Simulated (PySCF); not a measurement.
**CH3S (SMILES C[S-]) (charge −1): density, localisation and related maps**

Input file:

```
{"job": {"kind": "uv", "xc": "PBE0", "basis": "def2-SVPD", "nstates": 5, "ntriplets": 0}, "charge": -1, "multiplicity": 1}
C      0.181600     0.529900     0.507700
S      0.657500    -0.711600    -0.825400
H      1.000800     1.198300     0.420700
H     -0.705000     0.976600     0.156800
H      0.059900     0.180300     1.573600
```

Launched as:

```sh
OMP_NUM_THREADS=1 python probes_run.py task.json out
```

Geometry: GFN2-xTB, MD frame at 250 fs, 600 K.

All numbers below come from PBE0/def2-SVPD, SCF density, gas phase (PySCF).

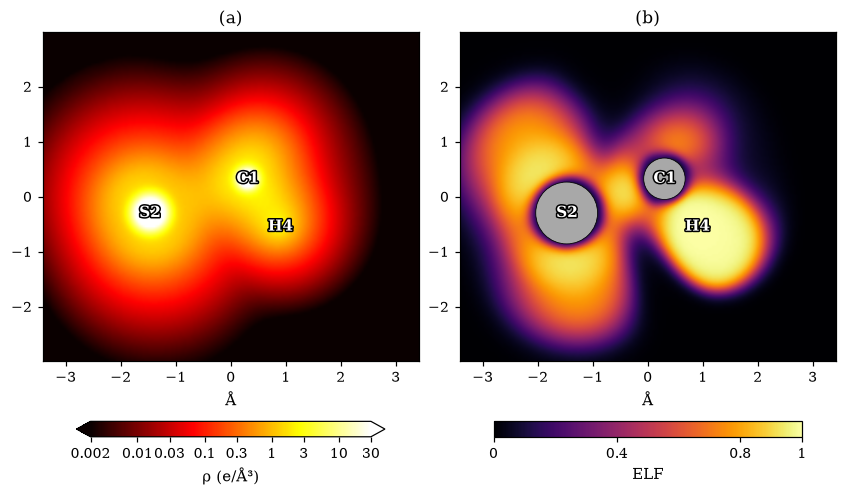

Figure 1. (a) total electron density; (b) electron localisation function on the plane of atoms S2, C1 and H4. Grey discs cover the atomic cores in the ELF map.

**What does the map show?**

The plane passes through C, S and H nuclei.
C–S (1.88 Å): the density is about 1 e/Å³ at the midpoint; the ELF peaks at about 0.90 between the atoms, as expected for a covalent bond.
C–H (1.05 Å): ρ is about 2.1 e/Å³ halfway; the ELF climbs to about 1 towards the hydrogen, as it does in any bond to H (a covalent bond by its length).
The ELF also peaks beside S2, away from the bonds: lone-pair regions.

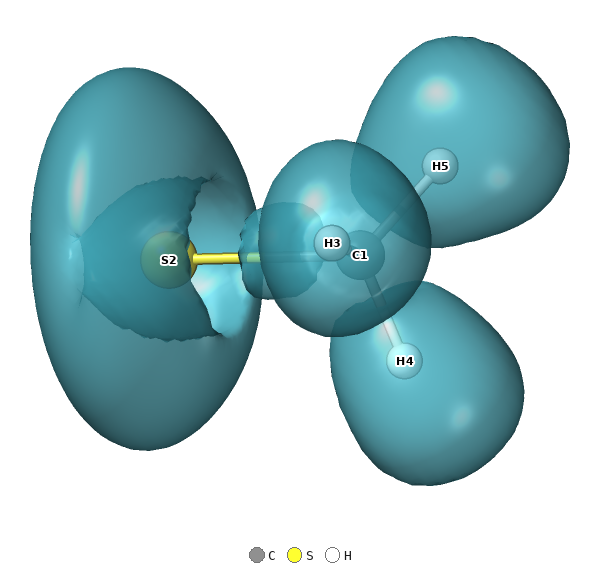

Figure 2. Isosurface of the ELF at 0.75 (cyan), seen at a tilt. Only the valence region is drawn (cores and ρ < 0.01 e/Å³ removed).

**Describe the localisation domains.**

At this value the surface marks out one region between bonded C–S atoms (shared pairs), three regions around hydrogen nuclei and one ring or bowl of non-bonding electrons around S.
